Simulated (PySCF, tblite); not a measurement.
# C6H6Cl2F radical: geometry, infrared bands and EPR parameters

What infrared bands and EPR parameters should C6H6Cl2F radical (`C[C@H]1C[C](Cl)C(Cl)=C1F`) show?

The runs use tblite 0.8.0 and PySCF 2.14.0, with density-fitted response routines of our own; the level of theory stands in each step. All values are computed, except where a source is named. Atoms count from 0, in the outputs and in this text.

## 1. The molecule as given

15 atoms, charge 0, multiplicity 2; geometry from: force field or distance geometry start.

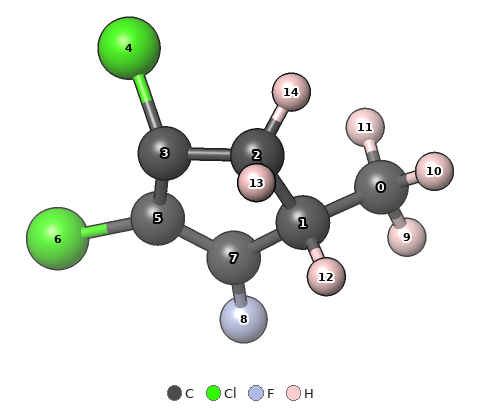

As it starts; carbon dark grey, chlorine green, fluorine light blue, hydrogen pink, atoms numbered; sticks join atoms by distance.

## 2. Relaxing the molecule with GFN2-xTB

The job: settings as JSON, then the geometry in Å.

```
{"job": {"kind": "relax", "xc": "GFN2-xTB", "basis": "xTB"}, "charge": 0, "multiplicity": 2}
C     -1.737900     0.436000    -0.229800
C     -0.459700     0.277100     0.525200
C      0.067600    -1.149500     0.531500
C      1.450400    -1.057300    -0.017000
Cl     1.722200    -2.110300    -1.394600
C      1.710400     0.372700    -0.295500
Cl     3.261400     0.947300    -0.950400
C      0.662700     1.126000     0.012600
F      0.657700     2.467000    -0.162800
H     -2.002800     1.504500    -0.274000
H     -2.569500    -0.094000     0.284300
H     -1.648500     0.023100    -1.235800
H     -0.670600     0.552600     1.598700
H      0.157000    -1.458400     1.597500
H     -0.604900    -1.828600    -0.011700
```

Command:

```console
$ OMP_NUM_THREADS=1 python probes_run.py task.json out
```

The driver reads the jobs from task.json and runs them one after another.

Output:

```text
step      E/eV     max force
  0    -807.17665    2.573
  1    -807.40118    1.520
  2    -807.49734    0.860
  3    -807.55937    0.735
  4    -807.60717    0.662
  5    -807.64128    0.482
  6    -807.67311    0.537
  7    -807.70428    0.520
  8    -807.73300    0.593
  9    -807.75940    0.556
 10    -807.78574    0.416
 11    -807.81342    0.424
 12    -807.84367    0.456
 13    -807.87288    0.493
 14    -807.89183    0.341
 15    -807.90124    0.238
 16    -807.90798    0.217
 17    -807.91330    0.258
 18    -807.91850    0.240
 19    -807.92286    0.168
 20    -807.92742    0.163
 21    -807.93050    0.184
 22    -807.93509    0.164
 23    -807.93804    0.120
 24    -807.94053    0.126
 25    -807.94269    0.114
 26    -807.94455    0.120
 27    -807.94570    0.079
 28    -807.94641    0.069
 29    -807.94704    0.078
 30    -807.94779    0.075
 31    -807.94859    0.074
 32    -807.94935    0.058
 33    -807.95004    0.067
 34    -807.95065    0.068
 35    -807.95110    0.058
 36    -807.95144    0.044
 37    -807.95177    0.042
 38    -807.95218    0.057
 39    -807.95263    0.069
 40    -807.95301    0.057
 41    -807.95328    0.039
 42    -807.95349    0.043
 43    -807.95368    0.035
 44    -807.95383    0.035
 45    -807.95396    0.030
 46    -807.95409    0.034
 47    -807.95425    0.035
 48    -807.95446    0.048
 49    -807.95469    0.048
 50    -807.95496    0.034
 51    -807.95526    0.043
 52    -807.95556    0.043
 53    -807.95582    0.039
 54    -807.95610    0.042
 55    -807.95646    0.057
 56    -807.95688    0.067
 57    -807.95726    0.051
 58    -807.95750    0.029
 59    -807.95764    0.028
 60    -807.95775    0.025
 61    -807.95785    0.024
 62    -807.95794    0.018
 63    -807.95800    0.021
 64    -807.95806    0.022
 65    -807.95813    0.022
 66    -807.95820    0.018
 67    -807.95827    0.019
 68    -807.95832    0.018
 69    -807.95836    0.015
 70    -807.95840    0.018
 71    -807.95844    0.017
 72    -807.95848    0.020
 73    -807.95853    0.022
 74    -807.95859    0.018
 75    -807.95866    0.017
 76    -807.95870    0.017
 77    -807.95873    0.018
 78    -807.95876    0.017
 79    -807.95881    0.016
 80    -807.95885    0.013
 81    -807.95888    0.010
 82    -807.95890    0.011
 83    -807.95892    0.010
 84    -807.95894    0.010
```

Wall time 0.61 s (1 thread of Arm Neoverse V2, shared host).

Along the way: (not every step is listed)

| step | energy from step 0 (eV) | largest force (eV/Å) |
| --- | --- | --- |
| 0 | 0.0000 | 2.5732 |
| 1 | -0.2245 | 1.5196 |
| 2 | -0.3207 | 0.8599 |
| 3 | -0.3827 | 0.7352 |
| 4 | -0.4305 | 0.6622 |
| 5 | -0.4646 | 0.4816 |
| 6 | -0.4965 | 0.5368 |
| 7 | -0.5276 | 0.5199 |
| 8 | -0.5563 | 0.5933 |
| 15 | -0.7246 | 0.2377 |
| 22 | -0.7584 | 0.1642 |
| 29 | -0.7704 | 0.0777 |
| 36 | -0.7748 | 0.0435 |
| 43 | -0.7770 | 0.0352 |
| 50 | -0.7783 | 0.0344 |
| 57 | -0.7806 | 0.0510 |
| 64 | -0.7814 | 0.0221 |
| 71 | -0.7818 | 0.0170 |
| 78 | -0.7821 | 0.0173 |
| 79 | -0.7822 | 0.0157 |
| 80 | -0.7822 | 0.0130 |
| 81 | -0.7822 | 0.0105 |
| 82 | -0.7822 | 0.0108 |
| 83 | -0.7823 | 0.0103 |
| 84 | -0.7823 | 0.0099 |

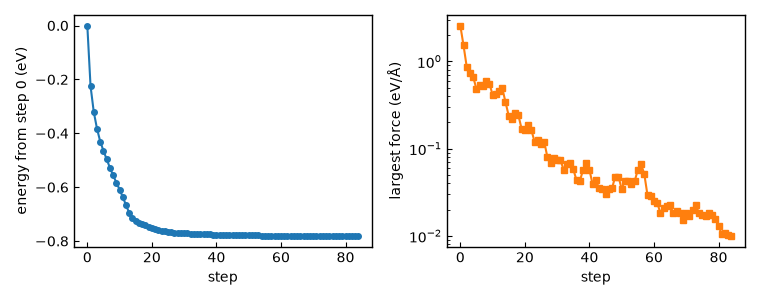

Energy and force, step by step.

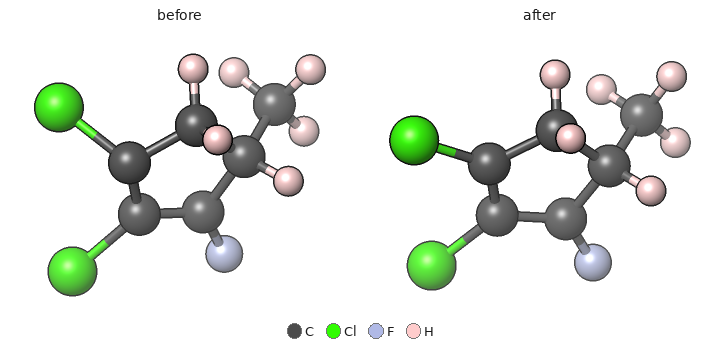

Before and after, at one scale.

Distances of close pairs at the start and the end, largest changes first:

| bond | before (Å) | after (Å) | change (Å) |
| --- | --- | --- | --- |
| C3–C5 | 1.480 | 1.389 | -0.091 |
| C5–Cl6 | 1.779 | 1.715 | -0.064 |
| C3–Cl4 | 1.755 | 1.692 | -0.063 |
| C5–C7 | 1.327 | 1.375 | +0.049 |
| C0–C1 | 1.493 | 1.533 | +0.040 |
| C1–H12 | 1.128 | 1.095 | -0.033 |
| C0–H10 | 1.112 | 1.087 | -0.025 |
| C1–C2 | 1.521 | 1.545 | +0.024 |

The final coordinates are the input of the step that follows.

## 3. Infrared spectrum with GFN2-xTB

The job: settings as JSON, then the geometry in Å.

```
{"job": {"kind": "ir", "xc": "GFN2-xTB", "basis": "xTB"}, "charge": 0, "multiplicity": 2}
C     -1.782617     0.533579    -0.183497
C     -0.478407     0.296104     0.585798
C      0.039053    -1.153077     0.444515
C      1.351748    -1.014751    -0.262997
Cl     2.298863    -2.342230    -0.715727
C      1.661659     0.322331    -0.478688
Cl     3.090101     0.885724    -1.242635
C      0.647517     1.105792     0.020609
F      0.602644     2.442052     0.005084
H     -2.078737     1.576802    -0.108891
H     -2.576435    -0.084720     0.227401
H     -1.646904     0.286106    -1.233310
H     -0.646793     0.560993     1.635220
H      0.169043    -1.636498     1.415885
H     -0.655149    -1.770217    -0.130681
```

Output:

```text
mode    cm-1     km/mol
  1      61.1      0.09
  2      94.8      1.16
  3     140.5      0.03
  4     170.3      0.18
  5     217.0      2.72
  6     225.3      2.85
  7     234.5      1.98
  8     308.9      0.81
  9     384.8     10.06
 10     400.0      1.33
 11     467.2      2.14
 12     479.0      0.59
 13     561.2      0.87
 14     600.8      3.48
 15     838.8     31.89
 16     875.6     10.32
 17     917.6     14.32
 18     955.0     13.13
 19    1041.5      5.88
 20    1060.7     15.61
 21    1102.3      2.00
 22    1123.1     17.59
 23    1155.8      4.43
 24    1205.1     17.26
 25    1256.4      3.11
 26    1274.9      2.84
 27    1287.0      7.93
 28    1382.7     77.97
 29    1401.3      4.81
 30    1451.3     13.47
 31    1488.8      6.31
 32    1494.0      1.60
 33    1509.9    120.19
 34    2914.7     15.23
 35    2938.0      7.48
 36    2965.3     12.43
 37    3043.6     22.55
 38    3046.8     22.31
 39    3050.4     10.43
```

Wall time 0.55 s (1 thread of Arm Neoverse V2, shared host).

The strongest bands and the atoms that carry them (share of the mass-weighted mode):

| cm⁻¹ | km/mol | atoms |
| --- | --- | --- |
| 839 | 31.9 | C5 20 %, C3 16 %, C0 11 %, C2 11 % |
| 1061 | 15.6 | H14 24 %, C1 16 %, H13 15 %, C0 11 % |
| 1123 | 17.6 | C3 39 %, H14 20 %, C2 10 % |
| 1205 | 17.3 | H12 50 %, C7 18 % |
| 1383 | 78.0 | C3 38 %, C5 35 % |
| 1510 | 120.2 | C7 54 %, C5 30 % |
| 3044 | 22.6 | H10 91 % |
| 3047 | 22.3 | H11 84 % |

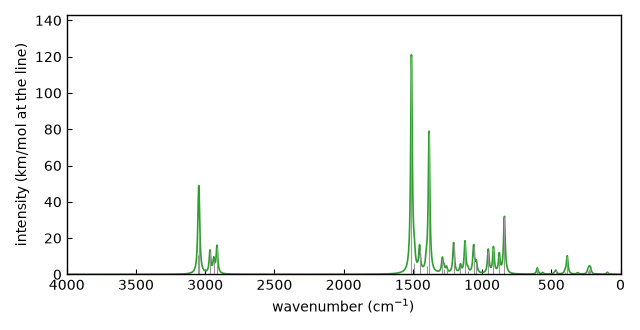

The infrared spectrum from these modes, unscaled. Lines are broadened to a width of 14 cm⁻¹ (Lorentzian).

## 4. EPR parameters: B3LYP/pcH-1

Settings changed since step 3:

```diff
@@ -1,2 +1,2 @@
-{"job": {"kind": "ir", "xc": "GFN2-xTB", "basis": "xTB"}, "charge": 0, "multiplicity": 2}
+{"job": {"kind": "epr", "basis": "pcH-1"}, "charge": 0, "multiplicity": 2}
 C     -1.782617     0.533579    -0.183497
```

With the program's defaults for keys left out, this is: UKS B3LYP, pcH-1 on C Cl F H, non-relativistic, mean-field spin-orbit, GIAO.

Output:

```text
UKS, coarse grid
  cycle   1  E = -1252.39603659  |g| = 4.09e-01
  cycle   2  E = -1252.35462146  |g| = 5.33e-01
  cycle   3  E = -1252.45182684  |g| = 9.70e-02
  cycle   4  E = -1252.45456022  |g| = 4.40e-02
  cycle   5  E = -1252.45546904  |g| = 9.65e-03
  cycle   6  E = -1252.45553619  |g| = 5.70e-03
  cycle   7  E = -1252.45556080  |g| = 3.28e-03
  cycle   8  E = -1252.45556873  |g| = 1.22e-03
  cycle   9  E = -1252.45557030  |g| = 4.08e-04
UKS, final grid
  cycle   1  E = -1252.45558247  |g| = 5.88e-04
  cycle   2  E = -1252.45558222  |g| = 9.24e-04
  cycle   3  E = -1252.45558263  |g| = 9.46e-05
  cycle   4  E = -1252.45558264  |g| = 1.94e-05
E = -1252.45558264 Eh   <S^2> = 0.7748 (exact 0.7500)
g shifts (ppm)      1          2          3
  rmc          -197       -197       -197
  gc              1         39         39
  oz_so        -385       3437       4918
  total        -582       3279       4760
hyperfine (MHz)  atom isotope    a_iso     a_fc   dipolar eigenvalues
    0   13C      38.65      38.65     -2.50     -2.43      4.93
    1   13C     -17.43     -17.45     -0.72     -0.05      0.77
    2   13C     -19.98     -20.01     -0.62      0.03      0.58
    3   13C      70.20      69.86    -56.17    -54.89    111.06
    4  35Cl       3.38       3.55    -20.60    -12.10     32.71
    5   13C     -55.03     -54.97    -28.15     13.42     14.73
    6  35Cl      -1.52      -1.58     -7.09      1.94      5.15
    7   13C      60.74      60.71    -51.14    -50.82    101.96
    8   19F      89.91      90.11   -159.41   -129.80    289.20
    9    1H      -2.12      -2.12     -2.67     -1.44      4.10
   10    1H       1.93       1.93     -1.95     -1.26      3.21
   11    1H      -1.92      -1.92     -2.45     -1.86      4.31
   12    1H      50.69      50.69     -3.40     -1.94      5.34
   13    1H      67.38      67.38     -3.68     -2.03      5.71
   14    1H      56.42      56.41     -3.74     -1.90      5.65
```

It took 2.4 min on 1 thread of Arm Neoverse V2, shared host; peak memory 1.1 GiB.

Principal g values 2.00174, 2.00560, 2.00708; g(iso) = 2.00480, against 2.00232 for a free electron.

Hyperfine couplings; where a row names several nuclei, a(iso) is their mean (it holds for fast rotation or exchange) and the dipolar term the largest among them:

| nuclei | isotope | a(iso) (MHz) | a(iso) (G, at g = 2.0023) | largest dipolar term (MHz) |
| --- | --- | --- | --- | --- |
| F8 | 19F | 89.9 | 32.1 | 289.2 |
| C3 | 13C | 70.2 | 25.0 | 111.1 |
| H13 | 1H | 67.4 | 24.0 | 5.7 |
| C7 | 13C | 60.7 | 21.7 | 102.0 |
| H14 | 1H | 56.4 | 20.1 | 5.6 |
| C5 | 13C | -55.0 | -19.6 | -28.2 |
| H12 | 1H | 50.7 | 18.1 | 5.3 |
| C0 | 13C | 38.6 | 13.8 | 4.9 |
| C2 | 13C | -20.0 | -7.1 | -0.6 |
| C1 | 13C | -17.4 | -6.2 | 0.8 |
| Cl4 | 35Cl | 3.4 | 1.2 | 32.7 |
| Cl6 | 35Cl | -1.5 | -0.5 | -7.1 |
| H9, H10, H11 | 1H | -0.7 | -0.3 | 4.3 |

Mulliken spin populations:

C0 0.02; C1 -0.04; C2 -0.05; C3 0.59; Cl4 0.05; C5 -0.21; Cl6 -0.01; C7 0.53; F8 0.04; H9 0.00; H10 0.00; H11 0.00; H12 0.02; H13 0.03; H14 0.02

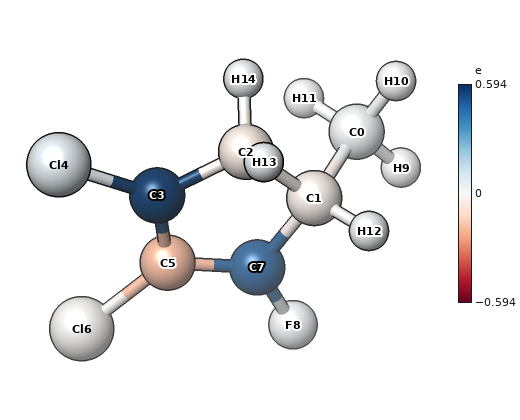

Mulliken spin populations, as colours on the atoms.

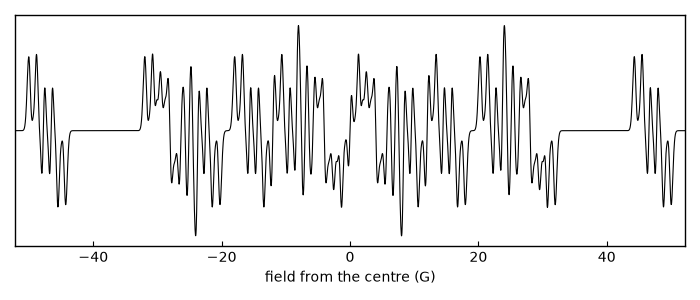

First-order isotropic spectrum (first derivative, main isotopes with spin only, couplings over 0.8 MHz, Gaussian width 0.3 G; couplings of the frozen geometry, rotation of groups not averaged beyond the rows shown).

Orbitals, density, ELF and potential are computed afterwards from the orbital file.

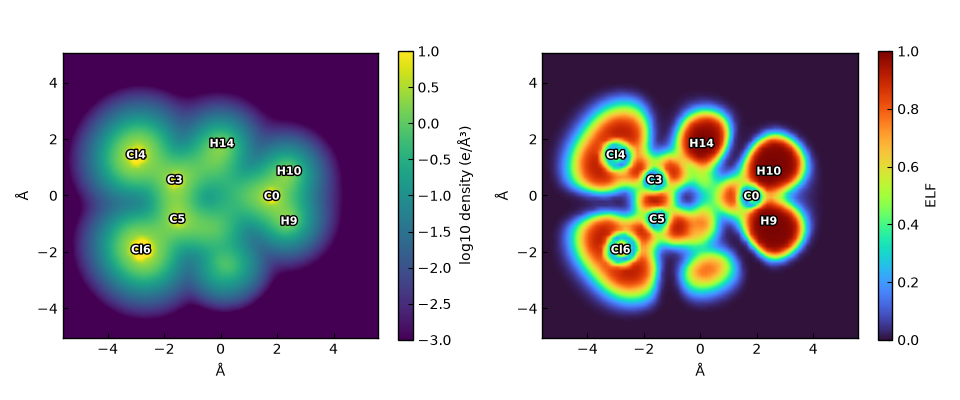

Density (left) and ELF (right) in a plane through or near 8 of the atoms.

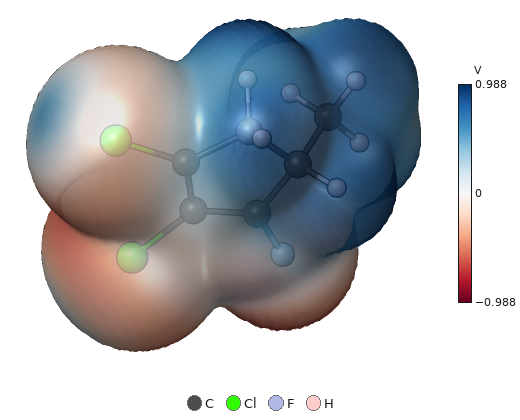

The potential that a unit positive charge feels on the 0.002 e/bohr³ surface, from -0.65 V near F8 to 0.99 V near H13.

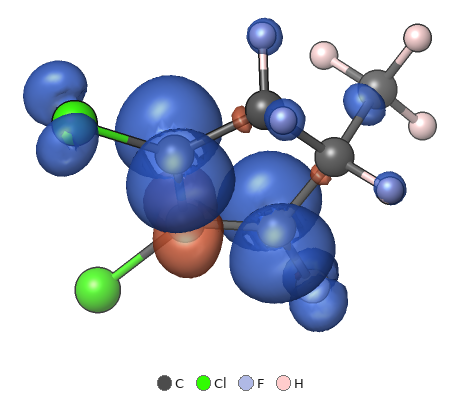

Spin density at ±0.03 e/Å³ (alpha excess blue, beta excess red).

## 5. Outcome

```
                                 quantity                  value
strongest single infrared mode (GFN2-xTB)  1510 cm⁻¹, 120 km/mol
             zero-point energy (GFN2-xTB)          64.5 kcal/mol
                           g(iso) (B3LYP)                2.00480
                                     ⟨S²⟩     0.775 (exact 0.75)
       largest a(iso) (averaged by class)    19F on F8, 89.9 MHz
    surface potential, least and greatest     -0.65 V and 0.99 V
```

Over 84 steps the energy fell by 0.782 eV; of the close pairs, C3–C5 changed most, 1.480 to 1.389 Å. No mode is imaginary among the 39: a minimum at this level. The strongest single mode, at 1510 cm⁻¹, moves mainly C7 and C5. Unscaled tight-binding wavenumbers are off by several per cent, some by more. Its intensities can rank the bands wrongly. The largest spin populations lie on C3 (0.59 e), C7 (0.53 e). The isotropic g lies 2.5 ppt above the free-electron value.
